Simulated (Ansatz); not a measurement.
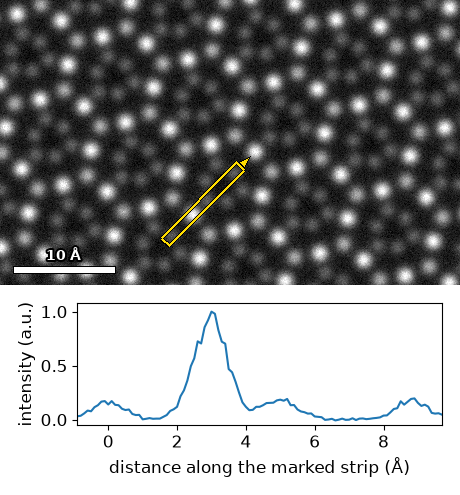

Dark-field STEM-like image of La2Ge6Pb3 (P-62m, No. 189) along [001]. Simulated incoherent Z contrast: every atom adds Z^1.7 spread by a probe of 1.13 Å full width; channelling and multiple scattering are left out. The probe carries 25 % of its weight in a tail 2.5 times as wide. The display is stretched by a gamma of 0.65; percentages refer to the linear signal. Shot noise was added. Structure: the end point of a relaxation with Ansatz 0.2.0, DFT, PAW plane waves, pbe; the starting structure was generated, so it need not be a known form of this composition.

```cif
data_structure
_symmetry_space_group_name_H-M 'P-62m'
_symmetry_Int_Tables_number 189
_cell_length_a 8.8511
_cell_length_b 8.8511
_cell_length_c 4.2911
_cell_angle_alpha 90.000
_cell_angle_beta 90.000
_cell_angle_gamma 120.000
_cell_volume 291.13
loop_
_atom_site_label
_atom_site_type_symbol
_atom_site_symmetry_multiplicity
_atom_site_Wyckoff_symbol
_atom_site_fract_x
_atom_site_fract_y
_atom_site_fract_z
_atom_site_occupancy
Ge1 Ge 3 f 0.23914 0.00000 0.00000 1
Pb1 Pb 3 g 0.46888 0.00000 0.50000 1
La1 La 2 c 0.33333 0.66667 0.00000 1
Ge2 Ge 3 g 0.80538 0.00000 0.50000 1
```

The curve is the intensity along the marked strip, in the direction of its arrowhead, with zero distance at the first column. Brightness is counted from the darkest point of the image.

Question: Assign the peaks of the line profile.

Answer:
| position (Å) | atoms per repeat along the beam | height (% of the highest) |
| --- | --- | --- |
| 0.0 | 1 Ge | 20 |
| 3.0 | 1 Pb | 100 |
| 5.0 | 1 Ge | 20 |
| 8.9 | 1 Ge | 20 |
